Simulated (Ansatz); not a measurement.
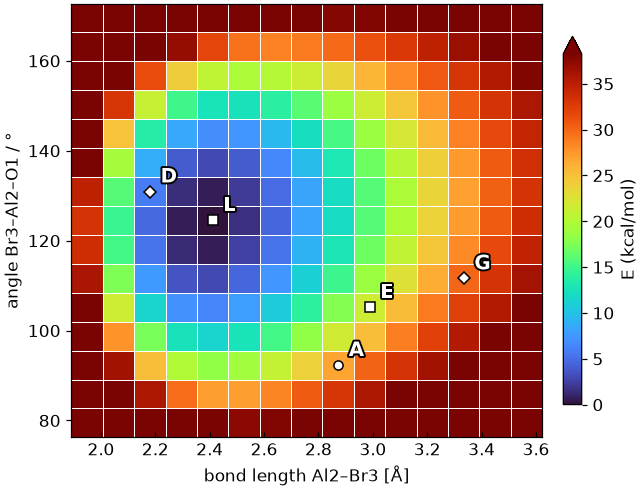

AlBrHO, SMILES [O-][AlH][Br], charge −1. Coordinates scanned: (1) bond length Al2–Br3; (2) angle Br3–Al2–O1. Nothing is relaxed (all other coordinates rigid). The scan uses a 15 × 15 grid. Energies are in kcal/mol, from the lowest grid point. The reference is spin-restricted, which grows unreliable where a bond is stretched far. Method: RKS BHLYP-D4/def2-TZVPD (Ansatz 0.2.0).

In the figure: one coloured cell a grid point, one colour for all values above the top of the scale, lettered points.

Q: Is L the lowest point of the computed grid?

A: Yes. L, at bond length Al2–Br3 = 2.411 Å, angle Br3–Al2–O1 = 124.5°, has the lowest energy of the grid.

Q: Rank the lettered points by energy, lowest first.

A: L (0.0 kcal/mol), D (5.9 kcal/mol), E (21.5 kcal/mol), A (26.8 kcal/mol), G (29.9 kcal/mol).

Q: What kind of point is each of A, D, E, G, L: minimum, saddle, maximum or slope?

A: A: on a slope; D: on a slope; E: on a slope; G: on a slope; L: minimum. (In these two coordinates alone; a stationary point may lie a little off the grid point.)
